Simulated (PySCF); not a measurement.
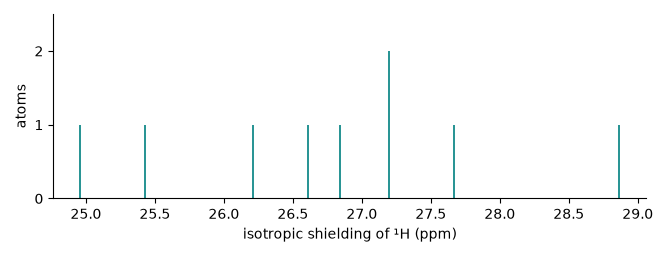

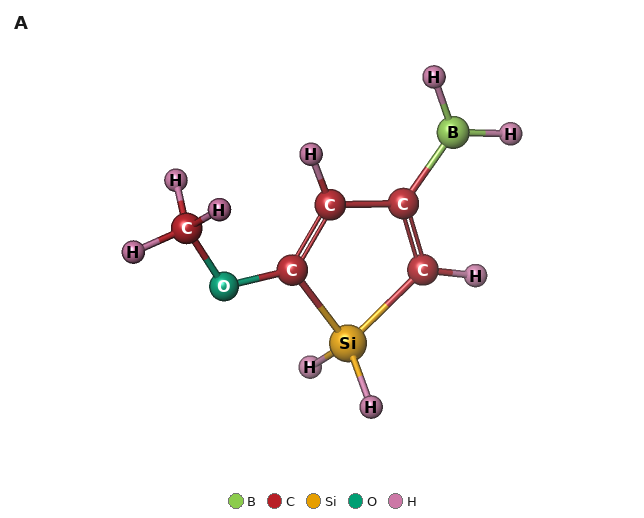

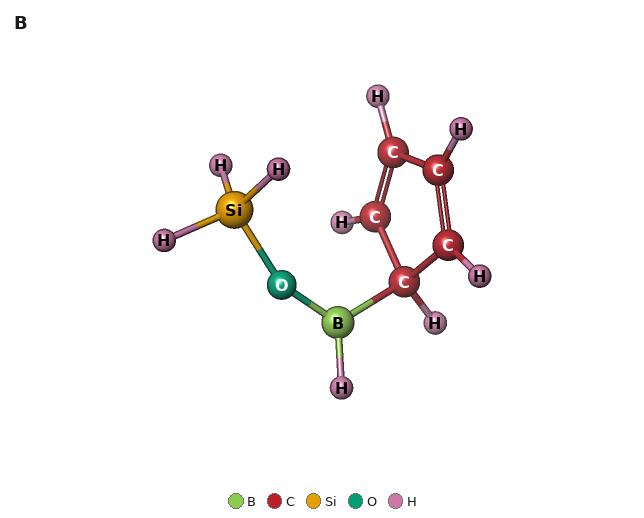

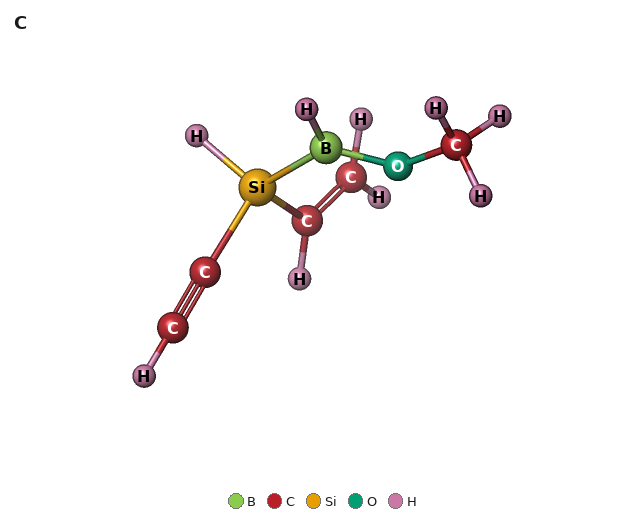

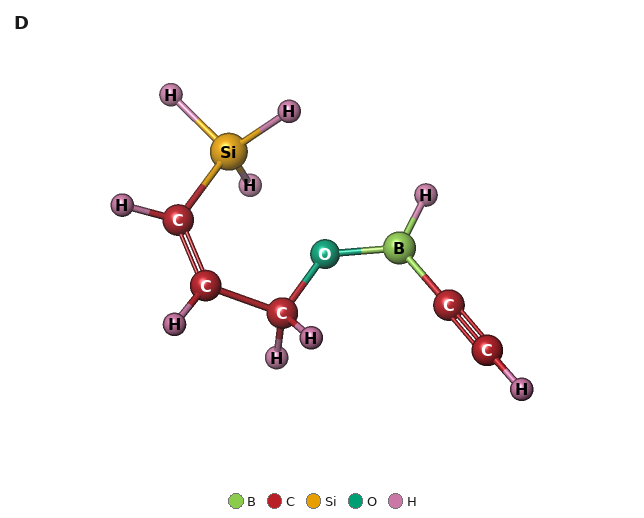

The sticks are computed shieldings of one of the molecules, for one fixed geometry (GFN2-xTB) without averaging over rotations. Low shielding means a high chemical shift. Method: GIAO PBE0/pcSseg-1 NMR shielding, non-relativistic, gas phase (PySCF 2.14.0).

**Match the spectrum to a structure.**

D, `C#CBOC/C=C\[SiH3]`. Its 9 H atoms give lines at 24.96, 25.43, 26.21, 26.61, 26.84, 27.20 (2 atoms), 27.67, 28.87 ppm.

The geometry is semi-empirical. Around B, Si such bond lengths and angles can be off by a tenth of an ångström or more and by several degrees, and values that hang on the shape move with them.
